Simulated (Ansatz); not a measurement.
## SiO2 (rutile), scan of one atom of the cell

Starting cell, SiO2 (rutile):

```
SiO2
1.0
    4.23616     0.00000     0.00000
    0.00000     4.23616     0.00000
    0.00000     0.00000     2.69045
Si O
2 4
Direct
  0.50000   0.50000   0.50000
  0.00000   0.00000   0.00000
  0.80699   0.80699   0.50000
  0.30699   0.69301   0.00000
  0.69301   0.30699   0.00000
  0.19301   0.19301   0.50000
```

In this cell atom 3 (O, nearest neighbour Si at 1.774 Å; its periodic images, 2.7 Å or more away, move with it) is moved by s along Cartesian z, unit vector (0.000, 0.000, 1.000); all other atoms and the cell stay fixed.

The numbers are results of PBE (plane waves to 420 eV, PAW, scalar-relativistic; Ansatz, a quantum-chemistry and plane-wave program), not measurements. k mesh 6×6×10 (Γ-centred), Fermi-Dirac smearing 0.05 eV. E stands for the smeared free energy. F⊥ is the part of the force across the line. SiO2 was relaxed with its symmetry unable to fall. The zero of ΔE is the undisplaced structure.

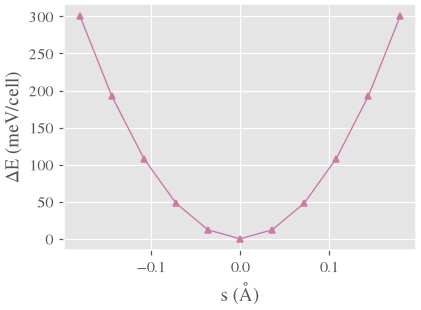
Figure. ΔE (meV/cell) against s (Å); markers are the computed points, lines only join them.

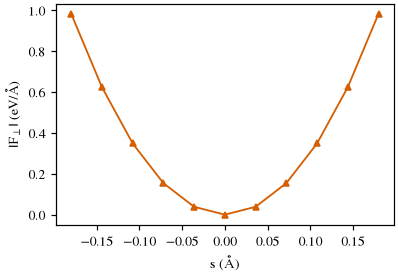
Figure. |F⊥| (eV/Å) against s (Å); one marker a computed point.

The force along the line at s = -0.180 Å comes out as 3.36 eV/Å and the force constant k = d²E/ds² at s = 0 (finite differences) is 18.5 eV/Å². Shape of the curve: a single well with its minimum at or next to zero displacement. Harmonic estimate at the end of the scan: ½ks² = 300 meV/cell against the computed 301 meV/cell, so the well is close to harmonic there. Symmetry of the curve: even: the same for both signs.

With its periodic images moving along, the atom's site symmetry in this cell is mm2.

(A displaced cell: forces are minus the slopes of the energy, force constants its curvatures, and phonons follow from these.)
